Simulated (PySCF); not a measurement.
C₅H₉O (cation, charge +1), SMILES [OH+]=C1CCCC1 at its GFN2-xTB optimised geometry (Å):

```
15

O     -1.2490     2.1601     0.0000
C     -0.5807     1.0827     0.0000
C     -1.1109    -0.2842     0.0077
C      0.1035    -1.1732    -0.2962
C      1.2785    -0.3734     0.2724
C      0.8831     1.0827     0.0000
H     -2.2238     2.0908    -0.0268
H     -1.4699    -0.4866     1.0275
H     -1.9678    -0.4350    -0.6531
H      0.0180    -2.1601     0.1495
H      0.2106    -1.2962    -1.3739
H      1.3695    -0.5383     1.3460
H      2.2238    -0.6403    -0.1909
H      1.2068     1.3877    -1.0052
H      1.3127     1.8261     0.6751
```

Calculation: PBE0/def2-TZVP (PySCF).

Map of the LUMO amplitude (bohr^(-3/2)) on the plane z = 1.5 Å; orbital energy -7.62 eV, overall sign arbitrary:

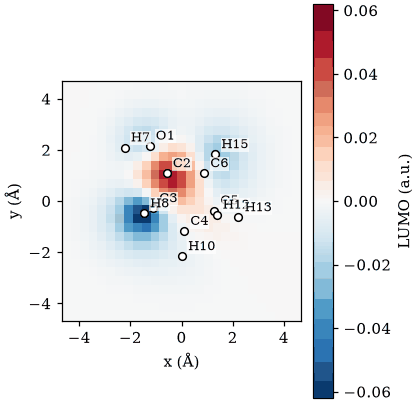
Figure: LUMO amplitude (bohr^(-3/2)) on the plane z = 1.5 Å.
